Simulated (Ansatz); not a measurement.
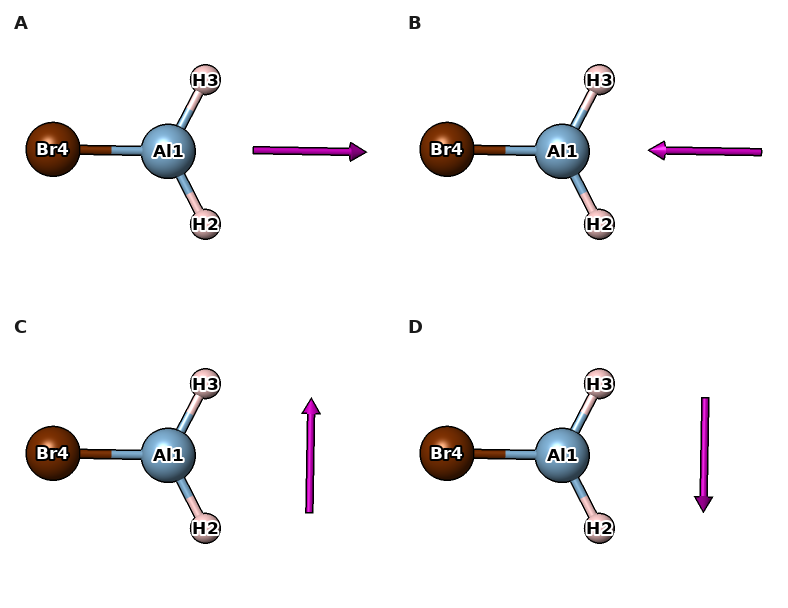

The same molecule four times, each with an arrow. The computed structure is the end point of a PBE0-D4/def2-TZVP optimisation. Properties computed with RKS PBE0-D4/def2-TZVP (Ansatz 0.2.0).

> Which arrow points along the dipole moment, from the negative to the positive end?

A. The dipole moment is 1.20 D; it points from the side of Br4 to the side of H2, H3 (the outermost atoms at the two ends).
